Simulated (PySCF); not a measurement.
## A study: C3H5NO, SMILES `CC=O.C#N`

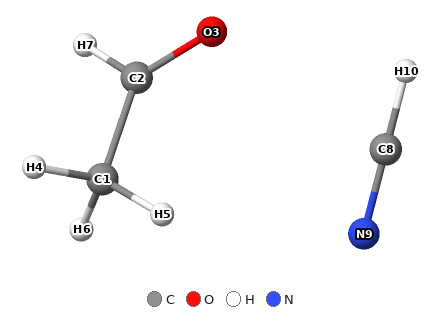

The molecule, with its atoms numbered as below.

Geometry (Å), atoms numbered from 1:

```
C1      -1.4270   -1.0478    0.1453
C2      -1.4058    0.3962   -0.2227
O3      -0.5895    1.1982    0.1376
H4      -2.2585   -1.2131    0.8303
H5      -0.4962   -1.3395    0.6236
H6      -1.6037   -1.6542   -0.7401
H7      -2.2461    0.7045   -0.8796
C8       2.0187    0.3294    0.0617
N9       2.0281   -0.7881   -0.1584
H10      2.0080    1.3670    0.2675
```

Part 1: Bonding charge

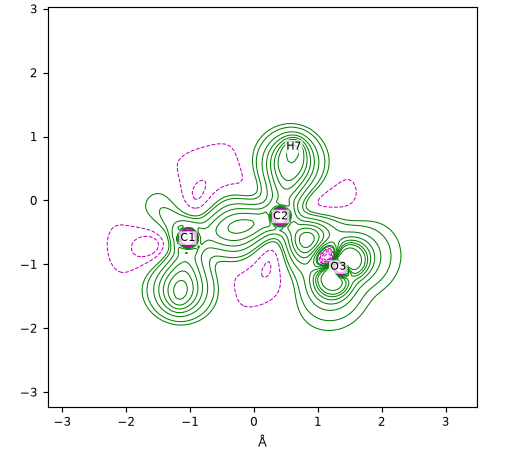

Deformation density (molecule less spherical, spin-averaged free atoms) in the plane of C1, C2, O3 and H7; contours at ±0.05 to ±0.8 e/Å³; solid green lines: gain, dashed magenta lines: loss.

PySCF calculation, TPSS/def2-SVP, gas phase; geometry: an unrelaxed start of a pair search.

Describe the bonding that the map shows.

Answer. C2–H7: +0.70 e/Å³ at the bond critical point (bond length 1.11 Å, Mayer order 0.9). C2–O3: +0.56 e/Å³ at the bond critical point (bond length 1.20 Å, Mayer order 2.1). C1–C2: +0.53 e/Å³ at the bond critical point (bond length 1.49 Å, Mayer order 1.0). In all, 2.2 electrons gather in the regions of gain relative to the promolecule.

Where do the Hirshfeld charges lie?

Answer. The highest Hirshfeld charge is on C2 (+0.15 e), the lowest on O3 (−0.20 e).

Part 2: Bond critical points

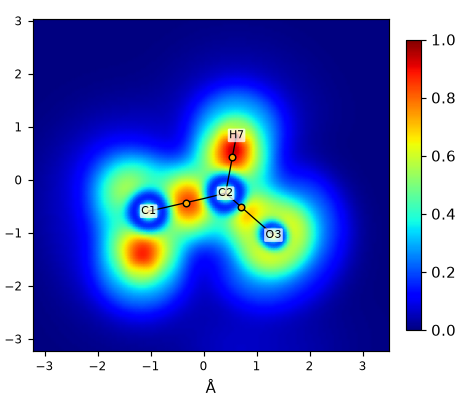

Localised orbital locator (LOL) in the plane of C1, C2, O3 and H7, with bond paths and bond critical points (dots).

Rank the bonds in the plane by LOL at their critical points.

Answer. C2–H7: about 0.90; C1–C2: about 0.83; C2–O3: about 0.43. Values above 0.5 mark slow, localised electrons, as in shared pairs; low values at a critical point mark a polar or closed-shell contact whose critical point lies between the shells.

Where along C2–O3 does the critical point lie?

Answer. 0.39 Å from C2 and 0.80 Å from O3.

Part 3: Local ionisation energy

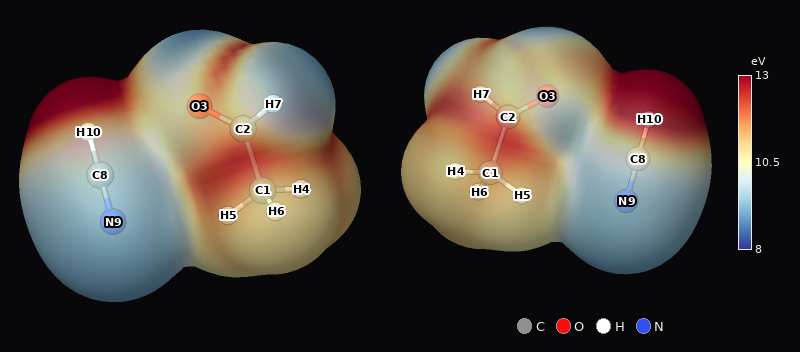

Average local ionisation energy on the surface of electron density 0.001 a.u. (back view left, front view right).

Where are the most loosely bound electrons on this surface?

Answer. The lowest value is 8.9 eV, 1.8 Å from O3. Further minima include 8.9 eV, 1.4 Å from H7; 9.0 eV, 1.8 Å from N9; 9.3 eV, 1.8 Å from O3. For comparison, the highest occupied orbital lies at −5.9 eV.

What volume does the surface enclose, and what is the dipole moment?

Answer. About 105 Å³; the dipole moment is 1.9 D.

Part 4: Excited states

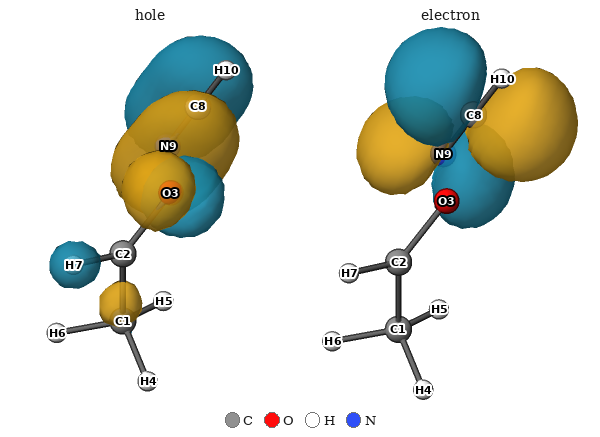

Leading natural transition orbital pair of S₂ (TDA singlet states); the surfaces enclose about 78 % of each orbital's density.

Computed with PySCF, CAM-B3LYP/def2-SVP, geometry: an unrelaxed start of a pair search. Without diffuse functions Rydberg states are missing, so the states' numbers hold for this basis only.

Give its energy and the atoms that hole and electron lie on.

Answer. 7.98 eV (155 nm), f = 0.000 (dark); the leading pair carries 88 %; hole on N9 (43 %), C8 (32 %) and O3 (15 %), electron on C8 (46 %), N9 (44 %) and H10 (8 %); their centroids lie 0.6 Å apart. In canonical orbitals it is mainly HOMO−1 → LUMO+1 (42 %). The HOMO–LUMO gap is 9.62 eV.
